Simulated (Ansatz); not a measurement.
ZnO (wurtzite)

```
ZnO
1.0
    3.27991     0.00000     0.00000
   -1.63996     2.84049     0.00000
    0.00000     0.00000     5.29408
Zn O
2 2
Direct
  0.66667   0.33333   0.00214
  0.33333   0.66667   0.50214
  0.66667   0.33333   0.62306
  0.33333   0.66667   0.12306
```

The volume is varied about the relaxed value V₀ at fixed cell shape. The atoms relax within the cell's symmetry.

These are PBE (plane waves to 420 eV, PAW, scalar-relativistic; Ansatz, a first-principles code) values and carry that method's errors. k mesh 12×12×6 (Γ-centred), Fermi-Dirac smearing 0.05 eV. Energies are smeared free energies. Compression counts positive. With the shape held, the modulus is that of even scaling; a crystal free to change shape is softer. The PAW data are Ansatz's earlier set. ZnO was relaxed with its symmetry unable to fall. ΔE is measured from the relaxed starting cell.

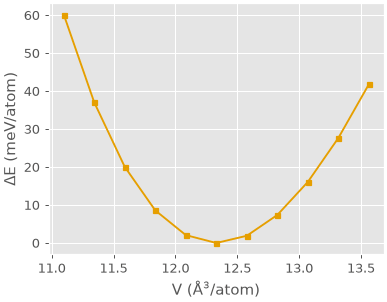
Figure: ΔE (meV/atom) against V (Å³/atom); computed points joined by lines.

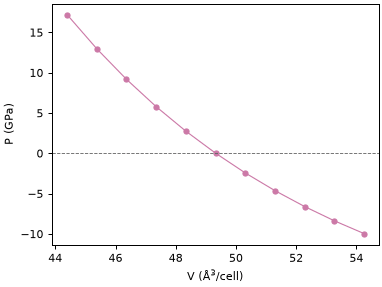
P (GPa) against V (Å³/cell); computed points joined by lines.

The pressure for 5 % compression (fit) comes out as 7.4 GPa. The energy cost of the largest compression is 60.2 meV/atom and the pressure derivative B₀′ (fit) is 4.4. The bulk modulus at fixed cell shape B₀ (third-order Birch-Murnaghan fit) comes out as 129 GPa. The pressure at the smallest volume is 17.2 GPa.

P = (3B₀/2)(x⁷ − x⁵)[1 + ¾(B₀′ − 4)(x² − 1)] with x = (1/0.95)^(1/3), B₀ = 129 GPa and B₀′ = 4.41.

(A scan under strain: stresses follow from slopes of the energy per volume, elastic moduli from its curvatures.)
